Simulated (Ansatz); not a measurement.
AlH2BrF2: single-point calculation

- system: AlH2BrF2
- method: RKS PBE0-D4/def2-TZVPP (Ansatz 0.2.0)

The geometry is the product side of a reaction. The reaction was set up to form Al1–H6 and Br2–H5 and to break Al1–Br2 and H5–H6 (atoms counted from 1 in the order of the input); sticks are drawn by distance alone. The geometry comes from this level: PBE0-D4/def2-TZVP.

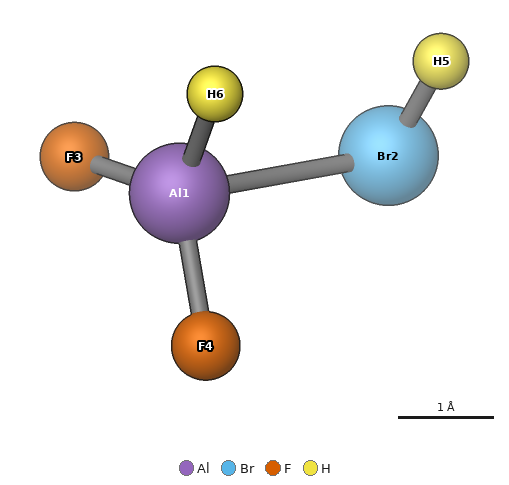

Figure 1. The structure (ball-and-stick view, seen at a tilt; atoms are numbered from 1 in the order of the input). Sticks mark near contacts. Bond lengths as drawn: Al–Br 2.75 Å, Al–F 1.65 Å, Al–H 1.57 Å and Br–H 1.43 Å.

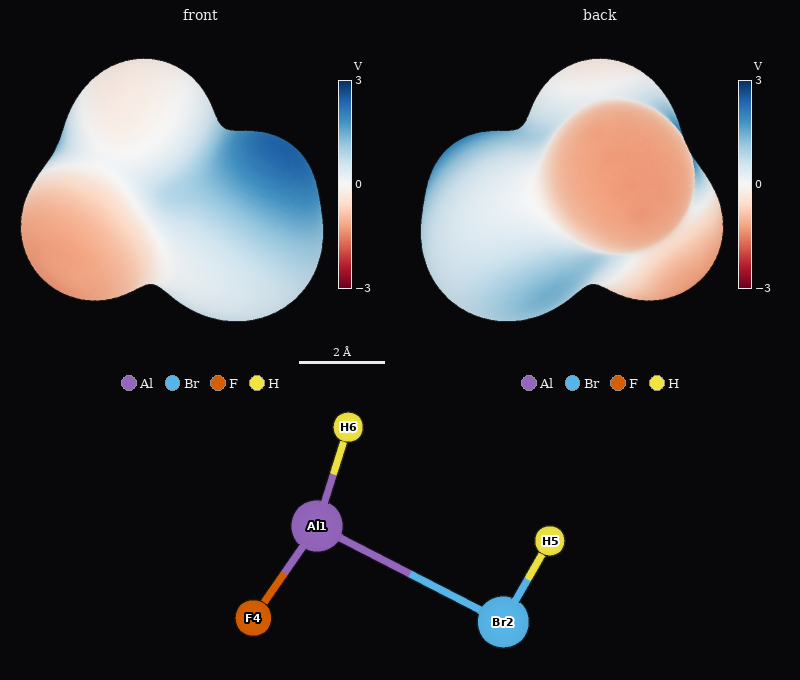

Figure 2. The electrostatic potential painted on the density surface at 0.001 e/bohr³, seen at a tilt and from behind; red is negative and blue positive. The bare structure is drawn below in the same view.

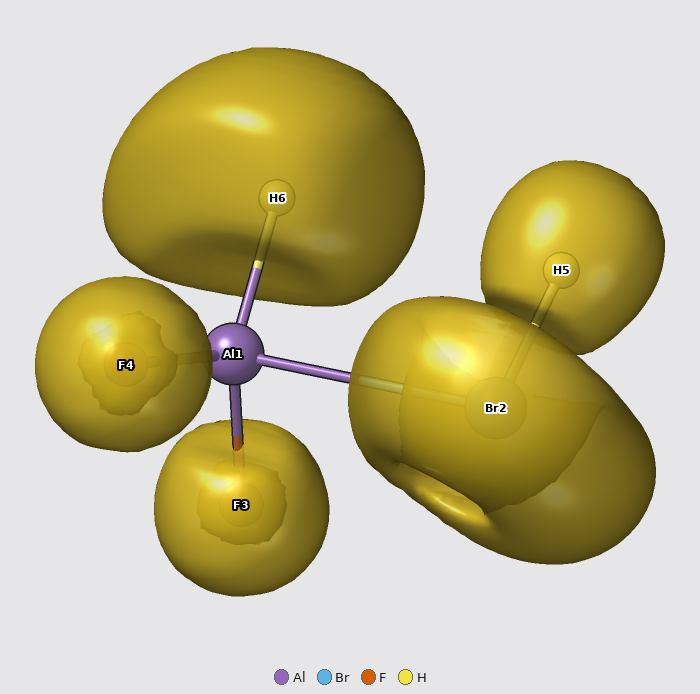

Figure 3. Isosurface of the ELF at 0.75 (yellow), seen at a tilt. Core shells and regions of very low density are left out. Along the contacts the grid gives the following. Al–F (1.65 Å): the ELF peaks at about 0.90 in the valence shell of F, 0.6 Å from its nucleus, and is about 0.40 at the midpoint.

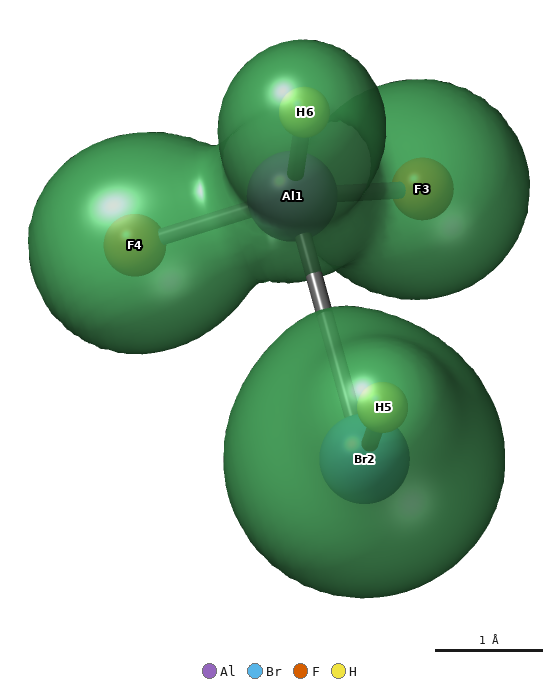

Figure 4. Isosurface of the total electron density at 0.2 e/Å³ (green), seen at an oblique angle. At this value the surface falls into two separate pieces. It is pinched off along the Al–Br (2.75 Å) contacts. On the grid the lowest density along these lines, outside the cores, is 0.77 e/Å³ (Al–F, 1.65 Å), 0.15 e/Å³ (Al–Br, 2.75 Å), 1.4 e/Å³ (Br–H, 1.43 Å) and 0.57 e/Å³ (Al–H, 1.57 Å).

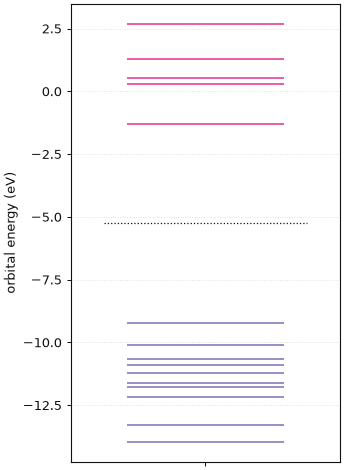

Figure 5. Orbital energies near the frontier; the dotted line parts filled from empty levels, and levels within 0.02 eV of each other stand side by side. Highest filled −9.22 eV, lowest empty −1.29 eV, 7.93 eV apart.

The input that produced these results follows, with the program's output.

## Input
```yaml
crystal:
  periodic: [false, false, false]
  atoms:
    - {symbol: Al, position_ang: [-0.843442, -0.191906, 0.106413]}
    - {symbol: Br, position_ang: [1.898682, -0.222229, -0.023063]}
    - {symbol: F, position_ang: [-1.063074, -1.440815, -0.948426]}
    - {symbol: F, position_ang: [-0.927744, -0.560099, 1.712035]}
    - {symbol: H, position_ang: [1.979559, 1.127358, -0.473775]}
    - {symbol: H, position_ang: [-1.043982, 1.287692, -0.373184]}
basis:
  gaussian: {orbitals: def2-TZVPP}
hamiltonian: {xc: pbe0, dispersion: d4}
output: {orbitals: {seedname: orbitals}}
```

Launched with:
```bash
ansatz run in.yaml --threads 4 --pin off --events-out ev --progress --plain --max-ram 9574MiB
```

## What the program printed
```
Functional definition: PBE0
  name "PBE0"
  cite "Adamo & Barone, J. Chem. Phys. 110, 6158 (1999) doi:10.1063/1.478522"
  cite "Perdew, Burke & Ernzerhof, Phys. Rev. Lett. 77, 3865 (1996) doi:10.1103/PhysRevLett.77.3865"
  parent pbe
  parameter a = 0.25
  parameter kappa = 0.804
  parameter beta = 0.06672455060314922
  exchange = (1 - a)*pbe_x(kappa = kappa, mu = beta*pi^2/3) + a*exact_x
  correlation = pbe_c(beta = beta)
1143 factors; their error is unknown
mean field evaluation 1: about -82095.6122 eV, gradient 5.3e1 eV
mean field evaluation 2: about -82088.4504 eV, gradient 9.0e1 eV
mean field evaluation 4: about -82099.6569 eV, gradient 1.1e0 eV
mean field evaluation 8: about -82100.1223 eV, gradient 5.9e-2 eV
mean field evaluation 16: about -82100.1223 eV, gradient 1.4e-5 eV
mean field -82100.12229576 eV, -3017.1238449075 hartree, gradient 1.4e-5 eV, S^2 0.000000; 0 other end points of the search recorded, 0 dependent functions left out
reference -82100.12232592 eV, -3017.1238460161 hartree; 34, 34 occupied and 146, 146 virtual orbitals, 1143 factors
Total energy: -82100.21408103 eV, -3017.1272179540 hartree
```

## Key numbers

- outcome: converged
- total energy: −82100.2141 eV
- mean-field energy: −82100.1223 eV
- dispersion energy: −0.0918 eV
- SCF solution under orbital rotations: stable
- HOMO: −9.22 eV
- LUMO: −1.29 eV
- hardware: 4 threads of Arm Neoverse V1, 23 GiB of memory available, shared host
- wall time: 1.8 s (CPU time 6.3 s)
- peak memory: 0.43 GiB
